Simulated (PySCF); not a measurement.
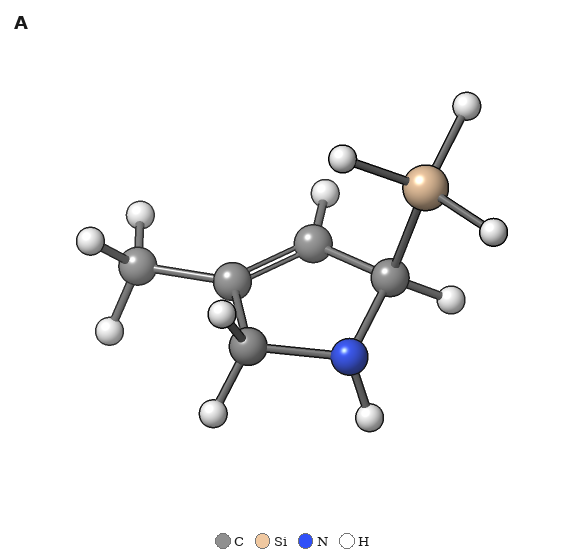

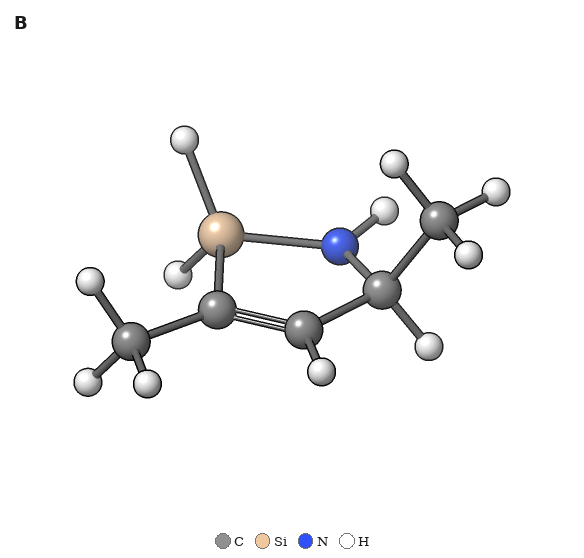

2 stationary structures of one formula. Geometries: GFN2-xTB. Electronic energies: B3LYP/def2-SVPD (PySCF 2.14.0), without zero-point energy. No frequency run is at hand to confirm each as a minimum.

### Are they conformers, stereoisomers or constitutional isomers?

They are constitutional isomers of C5H11NSi: A `CC1=C[C@@H]([SiH3])NC1`, B `CC1=C[C@H](C)N[SiH2]1`.

### Which is lowest in energy, and by how much?

B is lowest; A lies 26.1 kcal/mol above it.

The geometry is semi-empirical. Around Si such bond lengths and angles can be off by a tenth of an ångström or more and by several degrees, and values that hang on the shape move with them.
